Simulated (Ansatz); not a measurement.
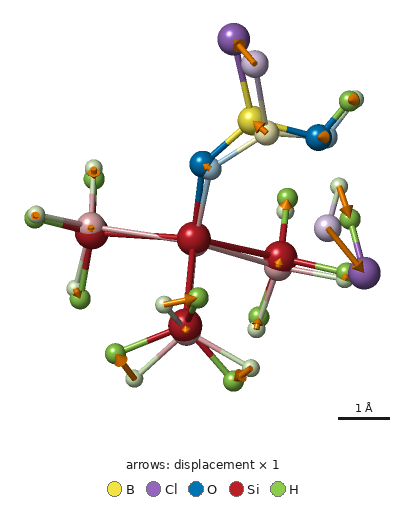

A relaxation of BSi₄H₁₁O₂Cl₂ (started from a transition state, displaced along its imaginary mode). The starting structure is drawn faded, the final one solid; orange arrows show the displacements, at their true length. The two geometries are superimposed by the best rigid fit.

The picture is a ball-and-stick view, seen from a free direction.

Method: Ansatz 0.2.0, RKS PBE0-D4/def2-TZVP.

Input
```yaml
crystal:
  periodic: [false, false, false]
  atoms:
    - {symbol: B, position_ang: [-1.643367, -1.114909, -1.188728]}
    - {symbol: Cl, position_ang: [-0.062564, -3.119945, -0.392723]}
    - {symbol: Cl, position_ang: [-2.235315, -1.684716, -2.829934]}
    - {symbol: O, position_ang: [-0.691974, -0.143125, -1.210913]}
    - {symbol: Si, position_ang: [0.343644, 0.540463, -0.061326]}
    - {symbol: Si, position_ang: [0.570092, 2.783887, -0.687268]}
    - {symbol: Si, position_ang: [-0.537444, 0.410507, 2.106971]}
    - {symbol: Si, position_ang: [2.441085, -0.521331, -0.136207]}
    - {symbol: H, position_ang: [-1.246897, -2.460990, -0.033097]}
    - {symbol: O, position_ang: [-2.315206, -1.524880, -0.091384]}
    - {symbol: H, position_ang: [-0.748476, 3.464106, -0.711897]}
    - {symbol: H, position_ang: [1.439825, 3.453876, 0.311714]}
    - {symbol: H, position_ang: [1.195295, 2.899980, -2.030332]}
    - {symbol: H, position_ang: [-0.655303, -0.999937, 2.561481]}
    - {symbol: H, position_ang: [0.416277, 1.126101, 3.004089]}
    - {symbol: H, position_ang: [-1.869486, 1.069073, 2.198702]}
    - {symbol: H, position_ang: [3.464511, 0.523760, 0.147178]}
    - {symbol: H, position_ang: [2.675985, -1.078861, -1.502033]}
    - {symbol: H, position_ang: [2.557274, -1.589788, 0.875393]}
    - {symbol: H, position_ang: [-3.097957, -2.033272, -0.329887]}
basis:
  gaussian: {orbitals: def2-TZVP}
hamiltonian: {xc: pbe0, dispersion: d4}
relax: {f_tol: 0.005, max_steps: 200}
```

Run as
```bash
ansatz run in.yaml --threads 4 --pin off --events-out ev --progress --plain --max-ram 66560MiB --backend cuda --devices 0, --max-vram 37GiB
```

Atoms of which element are displaced furthest, and by how much?

Chlorine: up to 1.18 Å, against 0.83 Å for hydrogen.

Describe the change and its energy.

The energy falls by 0.761 eV in 37 accepted moves (42 points after the start). The largest force component goes from 3.4 to 0.003 eV/Å. The line search rejected the trial steps at points 15, 16, 23, 24, 27 of the run. Cl2 moves most after the best rigid fit: 1.18 Å. Largest moves by element: Cl 1.18 Å, H 0.83 Å, O 0.39 Å, B 0.38 Å, Si 0.19 Å. Among the contacts that change: B1–Cl2 2.674 → 3.950 Å, H9–O10 1.422 → 1.910 Å, Cl2–H9 1.402 → 1.294 Å, B1–Cl3 1.835 → 1.770 Å. Among the angles between lasting bonds that change: Cl3–B1–O4 115.6° → 120.1°, O4–B1–O10 125.3° → 121.1°, Si7–Si5–Si8 109.9° → 112.6°. Groups turn about Si5–Si8 by about 35°, B1–O4 by about 30°.
